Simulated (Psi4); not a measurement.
GaNH$_{4}$: molecular dynamics (part 1 of 2)

System: GaNH$_{4}$, SMILES [NH2][GaH2].
Method: PBE0/def2-SVP, RKS, dispersion D4 (Psi4 1.11).

The geometry comes from this level: GFN2-xTB.

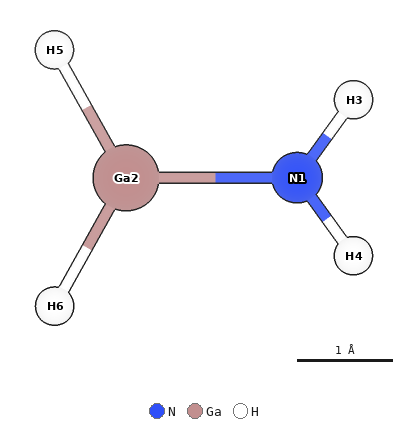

The starting structure (ball-and-stick view, seen on its broad side; atoms are numbered from 1 in the order of the input). Sticks mark near contacts.

Input (run_ase.py):
```python
import numpy as np
from ase.calculators.psi4 import Psi4
from ase.io import read
from ase import units
from ase.md.velocitydistribution import MaxwellBoltzmannDistribution, Stationary
from ase.md.verlet import VelocityVerlet

mol = read('gah4n.xyz')
calc = Psi4(atoms=mol, method='pbe0-d4', basis='def2-SVP', memory='1600MB', num_threads=1, charge=0, multiplicity=1, label='psi4-calc')
mol.calc = calc

MaxwellBoltzmannDistribution(mol, temperature_K=300.0, rng=np.random.default_rng(159))
Stationary(mol)
dyn = VelocityVerlet(mol, 1.0 * units.fs)
def show():
    ep, ek = mol.get_potential_energy(), mol.get_kinetic_energy()
    print(f'step {dyn.nsteps:3d}  Epot {ep:14.6f}  Ekin {ek:9.6f}  Etot {ep + ek:14.6f} eV  T {mol.get_temperature():7.1f} K')
dyn.attach(show)
dyn.run(15)
```

File gah4n.xyz:
```
6
GaH4N
N     -0.010890    -0.953070     0.044760
Ga     0.008780     0.846340    -0.041070
H      0.261590    -1.585910    -0.698360
H     -0.294460    -1.503880     0.847580
H      0.468650     1.533200    -1.349240
H     -0.433670     1.663320     1.196330
```

Hardware: 1 thread of Intel Xeon (Emerald Rapids), 12 GiB of memory available, shared host.

Command:
```bash
python run_ase.py
```

Output:
```
gradient() will perform analytic gradient computation.

   => Loading Basis Set <=

    Name: DEF2-SVP
    Role: ORBITAL
    Keyword: BASIS

   => PBE0-D4(BJ,EEQ)ATM: Empirical Dispersion <=

        a1 =       0.400856
        a2 =       5.029288
       alp =      16.000000
        s6 =       1.000000
        s8 =       1.200655
        s9 =       1.000000
        ga =       3.000000
        gc =       2.000000
        wf =       6.000000

         ---------------------------------------------------------
                                   SCF
                              RKS Reference
                        1 Threads,   1525 MiB Core
         ---------------------------------------------------------

  ==> Geometry <==

    Molecular point group: c1
    Full point group: C1

    Geometry (in Angstrom), charge = 0, multiplicity = 1:

       Center              X                  Y                   Z               Mass
    ------------   -----------------  -----------------  -----------------  -----------------
         N           -0.046573584260    -1.519940301474     0.110185721628    14.003074004430
         GA           0.012562240789     0.339741957319    -0.019868230220    68.925573500000
         H            0.191669614273    -2.064535954787    -0.738226827922     1.007825032230
         H           -0.608998162203    -2.056057634210     0.812852218853     1.007825032230
         H            0.369578856438     0.757161041521    -1.457772614180     1.007825032230
         H           -0.164277492730     1.246921587615     1.210984748345     1.007825032230

  Running in c1 symmetry.

  Rotational constants: A =      3.11988  B =      0.32808  C =      0.29823 [cm^-1]
  Rotational constants: A =  93531.79906  B =   9835.50004  C =   8940.81065 [MHz]
  Nuclear repulsion =  106.475741138632443

  Charge       = 0
  Multiplicity = 1
  Electrons    = 42
  Nalpha       = 21
  Nbeta        = 21

  ==> Algorithm <==

  SCF Algorithm Type is DF.
  DIIS enabled.
  MOM disabled.
  Fractional occupation disabled.
  Guess Type is SAD.
  Energy threshold   = 1.00e-08
  Density threshold  = 1.00e-08
  Integral threshold = 1.00e-12

  ==> Primary Basis <==

  Basis Set: DEF2-SVP
    Blend: DEF2-SVP
    Number of shells: 30
    Number of basis functions: 66
    Number of Cartesian functions: 70
    Spherical Harmonics?: true
    Max angular momentum: 2

  ==> DFT Potential <==

   => LibXC <=

    Version 7.1.2

   => Composite Functional: PBE0-D4BJEEQATM <=

    PBE0-d4bjeeqatm Hyb-GGA Exchange-Correlation Functional

    Deriv               =              1
    GGA                 =           TRUE
    Meta                =          FALSE

    Exchange Hybrid     =           TRUE
    MP2 Hybrid          =          FALSE

   => Exchange Functionals <=

    0.7500   Perdew, Burke & Ernzerhof

   => Exact (HF) Exchange <=

    0.2500               HF

   => Correlation Functionals <=

    1.0000   Perdew, Burke & Ernzerhof

   => LibXC Density Thresholds  <==

    XC_HYB_GGA_XC_PBEH:  1.00E-15

   => Molecular Quadrature <=

    Radial Scheme          =       TREUTLER
    Pruning Scheme         =           NONE
    Nuclear Scheme         =       TREUTLER

    Blocking Scheme        =         OCTREE
    BS radius alpha        =              1
    Pruning alpha          =              1
    Radial Points          =             75
    Spherical Points       =            302
    Total Points           =         130963
    Total Blocks           =           1058
    Max Points             =            256
    Max Functions          =             66
    Weights Tolerance      =       1.00E-15

   => Loading Basis Set <=

    Name: (DEF2-SVP AUX)
    Role: JKFIT
    Keyword: DF_BASIS_SCF

  ==> Integral Setup <==

  DFHelper Memory: AOs need 0.016 GiB; user supplied 0.913 GiB.
  SCF_SUBTYPE=INCORE selected. In-core MEM_DF algorithm will be used.
  Using in-core AOs.

  ==> MemDFJK: Density-Fitted J/K Matrices <==

    J tasked:                   Yes
    K tasked:                   Yes
    wK tasked:                   No
    Memory [MiB]:               934
    Algorithm:                 Core
    Schwarz Cutoff:           1E-12
    Mask sparsity (%):       0.2296
    Fitting Condition:        1E-10

   => Auxiliary Basis Set <=

  Basis Set: (DEF2-SVP AUX)
    Blend: DEF2-UNIVERSAL-JKFIT
    Number of shells: 109
    Number of basis functions: 415
    Number of Cartesian functions: 544
    Spherical Harmonics?: true
    Max angular momentum: 5

  Cached 100.0% of DFT collocation blocks in 0.205 [GiB].

  Minimum eigenvalue in the overlap matrix is 2.5055647818E-02.
  Reciprocal condition number of the overlap matrix is 5.4706072023E-03.
    Using symmetric orthogonalization.

  ==> Pre-Iterations <==

  SCF Guess: Superposition of Atomic Densities via on-the-fly atomic UHF (no occupation information).

   -------------------------
    Irrep   Nso     Nmo
   -------------------------
     A         66      66
   -------------------------
    Total      66      66
   -------------------------

  ==> Iterations <==

                           Total Energy        Delta E     RMS |[F,P]|

   @DF-RKS iter SAD: -1977.77025854354724   -1.97777e+03   0.00000e+00
   @DF-RKS iter   1: -1979.62487249603669   -1.85461e+00   3.79304e-02 DIIS/ADIIS
   @DF-RKS iter   2: -1939.21497508335597    4.04099e+01   1.48068e-01 ADIIS
   @DF-RKS iter   3: -1979.52866421856629   -4.03137e+01   4.78705e-02 DIIS/ADIIS
   @DF-RKS iter   4: -1981.37031190587891   -1.84165e+00   4.19794e-03 DIIS/ADIIS
   @DF-RKS iter   5: -1981.35777015061899    1.25418e-02   4.32785e-03 DIIS/ADIIS
   @DF-RKS iter   6: -1981.39853676938651   -4.07666e-02   2.38648e-04 DIIS/ADIIS
   @DF-RKS iter   7: -1981.39866976966914   -1.33000e-04   4.04020e-05 DIIS
   @DF-RKS iter   8: -1981.39867211221645   -2.34255e-06   5.10802e-06 DIIS
   @DF-RKS iter   9: -1981.39867216440075   -5.21843e-08   6.42417e-07 DIIS
   @DF-RKS iter  10: -1981.39867216541211   -1.01136e-09   2.02161e-07 DIIS
   @DF-RKS iter  11: -1981.39867216550056   -8.84484e-11   4.85669e-08 DIIS
   @DF-RKS iter  12: -1981.39867216550579   -5.22959e-12   3.61586e-09 DIIS
  Energy and wave function converged.

  ==> Post-Iterations <==

   Electrons on quadrature grid:
      Ntotal   =   41.9999942034 ; deviation = -5.797e-06

    Orbital Energies [Eh]
    ---------------------

    Doubly Occupied:

       1A   -372.854581     2A    -46.022807     3A    -40.750337
       4A    -40.746498     5A    -40.746252     6A    -14.371262
       7A     -5.547637     8A     -3.822563     9A     -3.812650
      10A     -3.812114    11A     -0.860835    12A     -0.845772
      13A     -0.843466    14A     -0.842634    15A     -0.839379
      16A     -0.798858    17A     -0.476658    18A     -0.463694
      19A     -0.346296    20A     -0.312597    21A     -0.257384

    Virtual:

      22A     -0.027208    23A      0.037647    24A      0.071359
      25A      0.117505    26A      0.131411    27A      0.140210
      28A      0.158436    29A      0.270888    30A      0.295273
      31A      0.342273    32A      0.359022    33A      0.424389
      34A      0.470952    35A      0.496900    36A      0.571577
      37A      0.610620    38A      0.684197    39A      0.767368
      40A      0.839891    41A      0.854073    42A      0.912526
      43A      0.954285    44A      0.978540    45A      1.298403
      46A      1.530448    47A      1.579720    48A      1.633652
      49A      1.649446    50A      1.672938    51A      1.762739
      52A      1.808348    53A      1.845547    54A      1.956584
      55A      2.058588    56A      2.076133    57A      2.107579
      58A      2.127138    59A      2.177352    60A      2.421881
      61A      2.500684    62A      2.549927    63A      2.608782
      64A      2.798252    65A      3.117053    66A      3.299966

    Final Occupation by Irrep:
              A
    DOCC [    21 ]
    NA   [    21 ]
    NB   [    21 ]

  @DF-RKS Final Energy: -1981.39867216550579

   => Energetics <=

    Nuclear Repulsion Energy =            106.4757411386324435
    One-Electron Energy =               -2973.0166416237448175
    Two-Electron Energy =                 947.8980878604528471
    DFT Exchange-Correlation Energy =     -62.7536017831752417
    Empirical Dispersion Energy =          -0.0022577576712316
    VV10 Nonlocal Energy =                  0.0000000000000000
    Total Energy =                      -1981.3986721655057863

Computation Completed

Properties will be evaluated at   0.000000,   0.000000,   0.000000 [a0]

Properties computed using the SCF density matrix

 Multipole Moments:

 ------------------------------------------------------------------------------------
     Multipole            Electronic (a.u.)      Nuclear  (a.u.)        Total (a.u.)
 ------------------------------------------------------------------------------------

 L = 1.  Multiply by 2.5417464519 to convert [e a0] to [Debye]
 Dipole X            :          0.0457223           -0.2808375           -0.2351152
 Dipole Y            :          3.8611405           -4.2029255           -0.3417850
 Dipole Z            :          0.0391200           -0.0317050            0.0074150
 Magnitude           :                                                    0.4149110

 ------------------------------------------------------------------------------------

	total time  =          4 seconds =       0.07 minutes

         ------------------------------------------------------------
                                   SCF GRAD
         ------------------------------------------------------------

  ==> Geometry <==

    Molecular point group: c1
    Full point group: C1

    Geometry (in Angstrom), charge = 0, multiplicity = 1:

       Center              X                  Y                   Z               Mass
    ------------   -----------------  -----------------  -----------------  -----------------
         N           -0.046573584260    -1.519940301474     0.110185721628    14.003074004430
         GA           0.012562240789     0.339741957319    -0.019868230220    68.925573500000
         H            0.191669614273    -2.064535954787    -0.738226827922     1.007825032230
         H           -0.608998162203    -2.056057634210     0.812852218853     1.007825032230
         H            0.369578856438     0.757161041521    -1.457772614180     1.007825032230
         H           -0.164277492730     1.246921587615     1.210984748345     1.007825032230

  Nuclear repulsion =  106.475741138632443

  ==> Basis Set <==

  Basis Set: DEF2-SVP
    Blend: DEF2-SVP
    Number of shells: 30
    Number of basis functions: 66
    Number of Cartesian functions: 70
    Spherical Harmonics?: true
    Max angular momentum: 2

  ==> DFJKGrad: Density-Fitted SCF Gradients <==
```
